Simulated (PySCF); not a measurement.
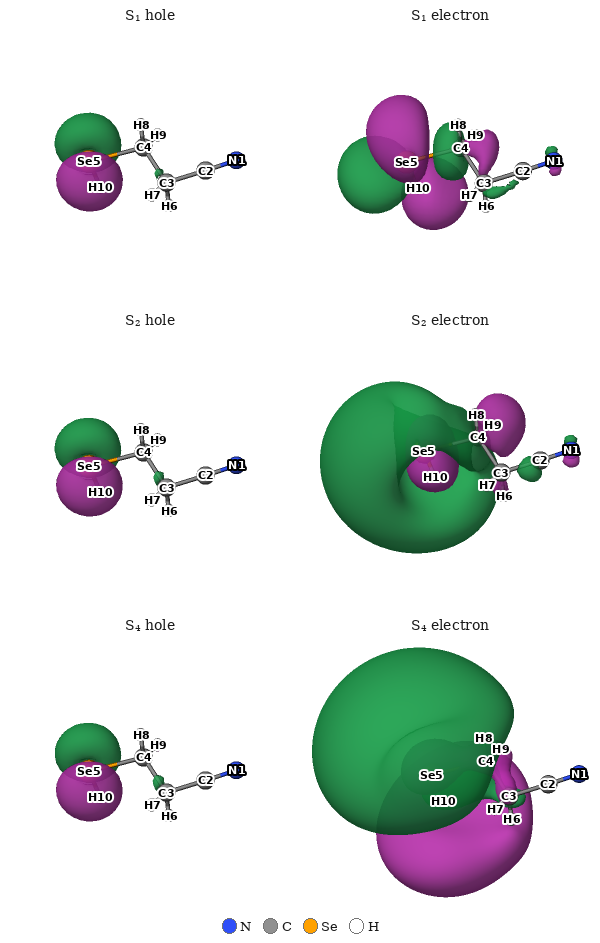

Figure. C$_{3}$H$_{5}$NSe, SMILES `N#CCC[SeH]`. Leading natural transition orbitals (TDHF singlet states).

Level of theory: HF/def2-SVPD (PySCF), at a geometry from GFN2-xTB. No frequency check shows the geometry to be a minimum. GFN2-xTB bond lengths at metals and heavier atoms can be off by up to 0.1 Å and shapes distorted, which carries into these values.

Describe these excited states.

By state:
- S₁: 5.30 eV (234 nm), f = 0.002; the leading pair carries 100 %; hole on Se5 (88 %), electron on Se5 (64 %), H10 (13 %) and C4 (12 %); their centroids lie 0.1 Å apart.
- S₂: 6.37 eV (195 nm), f = 0.035, diffuse (Rydberg-like) orbital; the leading pair carries 100 %; hole on Se5 (88 %), electron on Se5 (64 %), H10 (21 %) and C4 (8 %) (atom shares of so diffuse an orbital are rough); their centroids lie 0.9 Å apart.
- S₄: 7.60 eV (163 nm), f = 0.013, diffuse (Rydberg-like) orbital; the leading pair carries 100 %; hole on Se5 (88 %), electron on Se5 (69 %), H10 (11 %) and H8 (9 %) (atom shares of so diffuse an orbital are rough); their centroids lie 0.8 Å apart.

The PySCF run took 15 min on 1 thread of Arm Neoverse V1, on a shared host, peak memory 0.56 GiB.
